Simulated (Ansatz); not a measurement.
# CH6Ge (SMILES [CH3][GeH3]) at BLYP/def2-SVPD

What is the electronic atomisation energy of CH6Ge at BLYP/def2-SVPD? 

Program for the calculation: Ansatz 0.2.0.

28 further runs of the same task are left out: 28 set aside as unsound or not needed.

### Step 1. Starting point

The species is CH6Ge (8 atoms), meant as a singlet with charge 0. SMILES: `[CH3][GeH3]`. Geometry: relaxed at PBE0-D4/def2-TZVP.

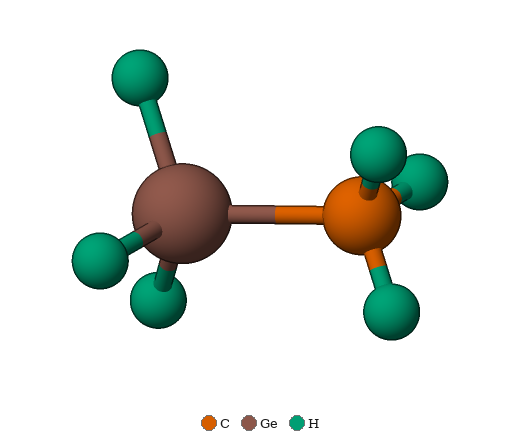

The structure, seen from a chosen angle (carbon orange, germanium brown, hydrogen teal).

### Step 2. The energy at BLYP/def2-SVPD

Input file job.yaml:

```yaml
crystal:
  periodic: [false, false, false]
  atoms:
    - {symbol: C, position_ang: [-0.310900, 0.190300, -0.971400]}
    - {symbol: Ge, position_ang: [0.296900, -0.181900, 0.846700]}
    - {symbol: H, position_ang: [-1.380100, 0.404200, -0.976500]}
    - {symbol: H, position_ang: [0.218800, 1.052200, -1.378400]}
    - {symbol: H, position_ang: [-0.124600, -0.669400, -1.616000]}
    - {symbol: H, position_ang: [0.030700, 1.028200, 1.760100]}
    - {symbol: H, position_ang: [1.807100, -0.479600, 0.857700]}
    - {symbol: H, position_ang: [-0.445700, -1.401200, 1.422100]}
basis:
  gaussian:
    orbitals: def2-SVPD
magnetization:
  spin_polarized: false
hamiltonian:
  xc: {name: BLYP}
accuracy: high
output:
  orbitals: {seedname: orbitals}
```

On the command line:

```bash
$ ansatz run job.yaml --threads 1 --pin off --max-ram 3480MiB --events-out events.jsonl --progress --plain --runs-dir runs
```

The log of the run:

```text
Warning: RAYON_NUM_THREADS=1 ignored (pool sized by the plan → 1); use --threads N
Functional definition: BLYP
  name "BLYP"
  parameter beta = 0.0042
  parameter a = 0.04918
  parameter b = 0.132
  parameter c = 0.2533
  parameter d = 0.349
  exchange = b88_x(beta = beta)
  correlation = lyp_c(a = a, b = b, c = c, d = d)
2130 factors; integrals over basis functions are off by at most 4.4e-9 eV
mean field evaluation 1: about -57637.6828 eV, gradient 5.9e1 eV
mean field evaluation 2: about -57624.8861 eV, gradient 8.5e1 eV
mean field evaluation 4: about -57645.4511 eV, gradient 3.6e0 eV
mean field evaluation 8: about -57645.4739 eV, gradient 2.1e-2 eV
mean field evaluation 16: about -57645.4739 eV, gradient 6.2e-8 eV
mean field -57645.47385756 eV, -2118.4320907597 hartree, gradient 5.9e-8 eV, S^2 0.000000; 0 other end points of the search recorded, 0 dependent functions left out
reference -57645.47391427 eV, -2118.4320928438 hartree; 22, 22 occupied and 84, 84 virtual orbitals, 2130 factors
Total energy: -57645.47391427 eV, -2118.4320928438 hartree
```

Run time: 8.7 s. Hardware: 1 thread of Arm Neoverse V1, shared host; peak memory 0.28 GiB.

### Step 3. The C atom at the same level

Input file run.yaml:

```yaml
basis:
  gaussian: {orbitals: def2-SVPD}
crystal:
  periodic: [false, false, false]
  atoms:
    - symbol: C
      position_ang: [0.000000, 0.000000, 0.000000]
magnetization: {spin_polarized: true, initial_magnetization: 2}
hamiltonian: {xc: {name: BLYP}}
accuracy: high
```

Run the same way, it converges to -37.80174 Eh (log not shown).

### Step 4. The Ge atom

Input file run.yaml:

```yaml
crystal:
  periodic: [false, false, false]
  atoms:
    - symbol: Ge
      position_ang: [0.000000, 0.000000, 0.000000]
basis:
  gaussian: {orbitals: def2-SVPD}
accuracy: high
hamiltonian: {xc: {name: BLYP}}
magnetization: {spin_polarized: true, initial_magnetization: 2}
```

Run the same way, it converges to -2076.72050 Eh (log not shown).

### Step 5. The H atom, same level

Input file in.yaml:

```yaml
crystal:
  periodic: [false, false, false]
  atoms:
    - {symbol: H, position_ang: [0.000000, 0.000000, 0.000000]}
basis:
  gaussian:
    orbitals: def2-SVPD
accuracy: high
magnetization:
  spin_polarized: true
  initial_magnetization: 1
hamiltonian:
  xc: {name: BLYP}
```

Run the same way, it converges to -0.49640 Eh (log not shown).

### Step 6. Outcome

At BLYP/def2-SVPD:

| quantity | value |
| --- | --- |
| molecule: total energy | -2118.43209 Eh |
| molecule: HOMO energy | -7.57 eV |
| molecule: LUMO energy | -0.29 eV |
| molecule: HOMO–LUMO gap | 7.28 eV |
| C atom: total energy | -37.80174 Eh |
| C atom: ⟨S²⟩ | 2.003 |
| Ge atom: total energy | -2076.72050 Eh |
| Ge atom: ⟨S²⟩ | 2.002 |
| H atom: total energy | -0.49640 Eh |
| H atom: ⟨S²⟩ | 0.750 |
| electronic atomisation energy | 25.345 eV |

In words: Taking the molecule apart into free atoms costs 25.35 eV (2445 kJ/mol), before zero-point energy and without spin-orbit coupling.
